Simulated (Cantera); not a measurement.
Charge: 1 mol Si3N4, 0.014 mol H2O, 8.5 mol H2, held at 0.100 bar.

These are equilibrium values from Cantera (NASA tables, ideal gas, pure condensed phases), not measurements of a reactor. Candidate condensed phases: H2O, Si, SiO2, Si2N2O, Si3N4; 35 gas species. Mutual solubility and eutectic melting of coexisting phases are not modelled. The tables' values for SiN are old estimates; treat these amounts as uncertain. Gases not in the tables: Si2H6 and higher silanes. Equilibrium is a limit: real reactors are often held back by kinetics, nucleation or transport.

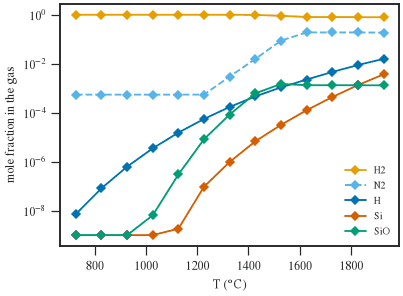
Equilibrium gas composition (values under 1e-9 drawn at 1e-9)

From 727 °C to 1227 °C the condensed part is Si2N2O(s) + Si3N4(s). At 1327 °C the condensed part is Si(s) + Si2N2O(s) + Si3N4(s). At 1427 °C the condensed part is Si(l) + Si2N2O(s) + Si3N4(s). At 1527 °C the condensed part is Si(l) + Si3N4(s). From 1627 °C to 1927 °C the condensed part is Si(l).
